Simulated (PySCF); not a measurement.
**H$_{3}$Si (SMILES [SiH3+]) (charge +1): density, localisation and related maps**

Input file:

```
{"job": {"kind": "sp", "xc": "wB97X", "basis": "ma-def2-TZVP", "d3": "d3bj", "grid": 2}, "charge": 1, "multiplicity": 1}
Si     0.005064     0.002385    -0.011473
H     -0.144871     1.473657    -0.017700
H     -1.191262    -0.862639     0.076536
H      1.351491    -0.603943    -0.093078
```

Command:

```sh
OMP_NUM_THREADS=1 python redox_run.py task.json out
```

Geometry: PBE0-D3(BJ)/def2-SVP.

Level of theory: PySCF 2.14.0, density-fitted response routines, DFT single point, gas phase, functional wB97X.

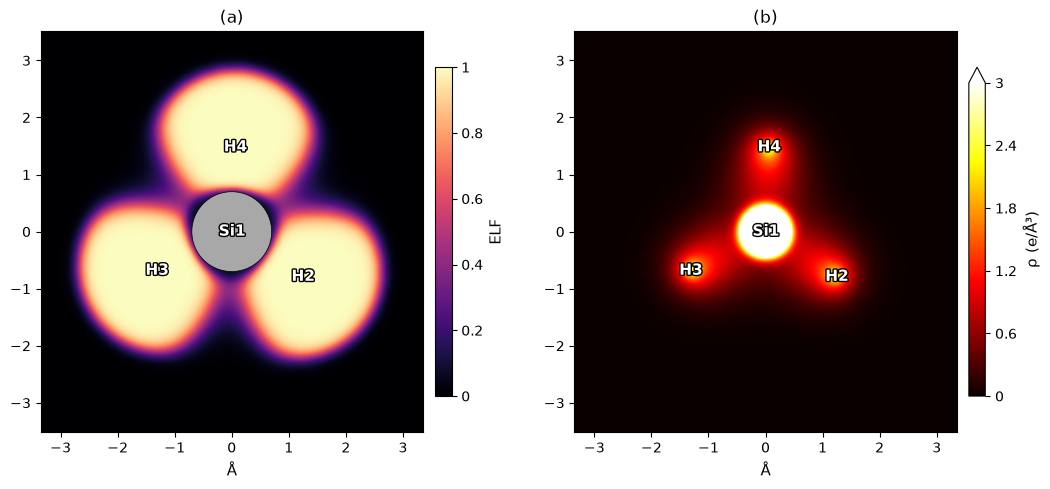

Figure 1. (a) electron localisation function; (b) electron density on the molecular plane. Grey discs cover the atomic cores in the ELF map.

### Describe what can be read from this map.

- The section cuts through Si and H sites.
- Si–H (1.48 Å): ρ at the midpoint is about 0.9 e/Å³; the ELF climbs to about 1 towards the hydrogen, as it does in any bond to H.

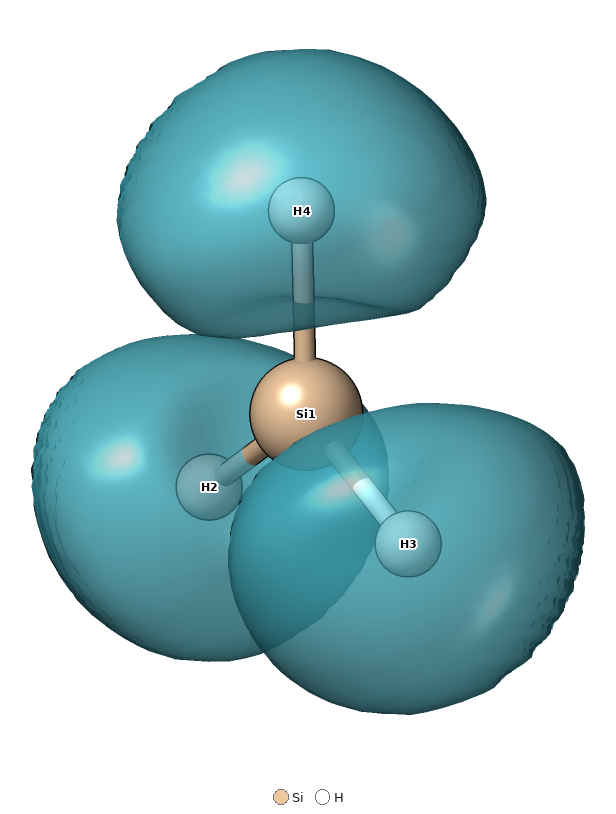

Figure 2. Isosurface of the electron localisation function at 0.8 (cyan), seen at an oblique angle. Core shells and regions of very low density are left out.

### Where are the electrons localised?

At this value the surface marks out three regions around hydrogen nuclei.
